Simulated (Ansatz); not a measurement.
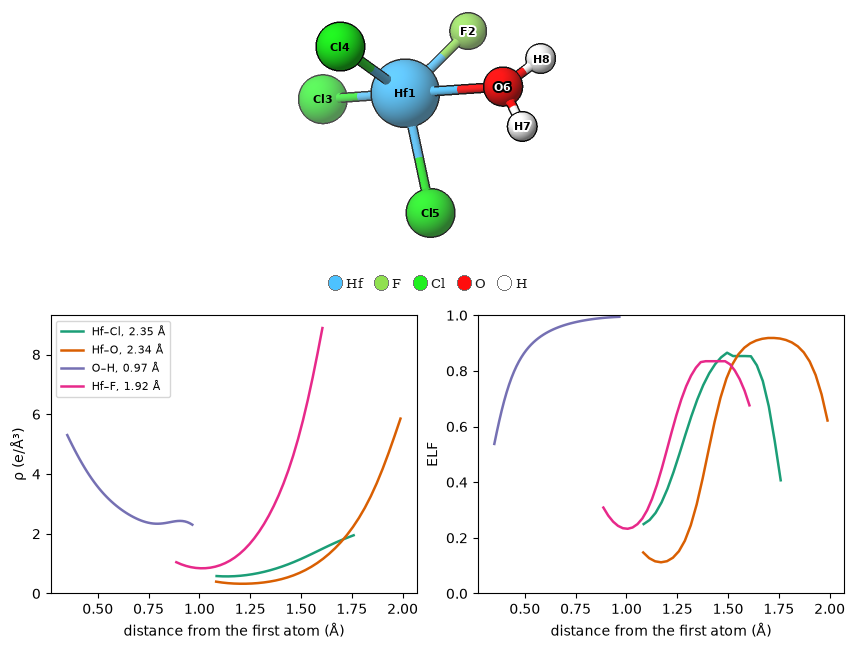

*Cl₃FH₂HfO. Electron density and ELF along straight lines between neighbouring atoms. The curves leave out the atomic cores. The structure is drawn too.*

Core potentials replace the inner electrons of Hf.

These are results of RKS PBE0/def2-SVP (Ansatz 0.2.0), not measurements.

```xyz
8

Hf   -0.0452    0.0538   -0.0145
F     0.2438    0.1103    1.8796
Cl    2.2042   -0.0651   -0.6682
Cl   -0.7374    2.0681   -1.0088
Cl   -0.8596   -1.9026   -1.0899
O    -2.1573   -0.0929    0.9837
H    -2.8486   -0.6790    0.6517
H    -2.1659   -0.1224    1.9495
```

**Compare the contacts.**

Hf–Cl (2.35 Å): the density is about 0.58 e/Å³ at the midpoint; the ELF peaks at about 0.85 in the valence shell of Cl, 0.9 Å from its nucleus, and is about 0.35 at the midpoint.
Hf–O (2.34 Å): ρ at the midpoint is about 0.33 e/Å³; the ELF peaks at about 0.90 in the valence shell of O, 0.6 Å from its nucleus, and drops to about 0.10 between the two atoms.
O–H (0.97 Å): ρ is about 3.7 e/Å³ halfway; the ELF climbs to about 1 towards the hydrogen, as it does in any bond to H; an ordinary covalent bond to hydrogen.
Hf–F (1.92 Å): ρ is about 0.88 e/Å³ halfway; the ELF peaks at about 0.85 in the valence shell of F, 0.5 Å from its nucleus, and drops to about 0.25 between the two atoms.
